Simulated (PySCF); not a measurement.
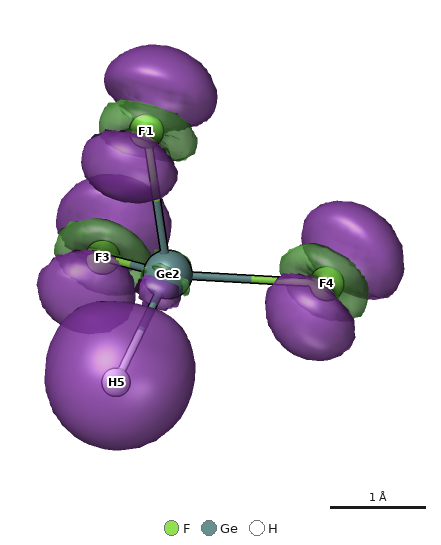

*F₃GeH, SMILES `F[GeH](F)F`. Fukui function f⁻ = ρ(N) − ρ(N−1) at fixed geometry, surfaces at ±0.04 e/Å³ (purple positive, green negative).*

PySCF calculation, PBE0/def2-TZVP, gas phase; geometry: GFN2-xTB. No frequency check shows the geometry to be a minimum. GFN2-xTB bond lengths at metals and heavier atoms can be off by up to 0.1 Å and shapes distorted, which carries into these values.

Geometry (Å), atoms numbered from 1:

```
F1      -0.5165   -1.4643    0.4039
Ge2      0.0001    0.0001   -0.2859
F3      -1.0102    1.1790    0.4042
F4       1.5264    0.2848    0.4041
H5      -0.0008    0.0003   -1.7605
```

Which atoms respond most to the removal of an electron?

f⁻ (Hirshfeld-condensed) is largest on Ge2 (0.23), H5 (0.20) and F1, F3 and F4 (0.19 each); the vertical ionisation energy is 14.05 eV (the stability of the cation's solution wasn't checked). Condensed values hint at sites of electrophilic attack but needn't mark the atom that reacts. Shares this close don't rank the sites. Orbital relaxation makes it negative in places (0.11 e in all).

```json
{"atom": "F1", "f⁻": "+0.19", "charge": "−0.22"}
{"atom": "Ge2", "f⁻": "+0.23", "charge": "+0.67"}
{"atom": "F3", "f⁻": "+0.19", "charge": "−0.22"}
{"atom": "F4", "f⁻": "+0.19", "charge": "−0.22"}
{"atom": "H5", "f⁻": "+0.20", "charge": "0.00"}
```
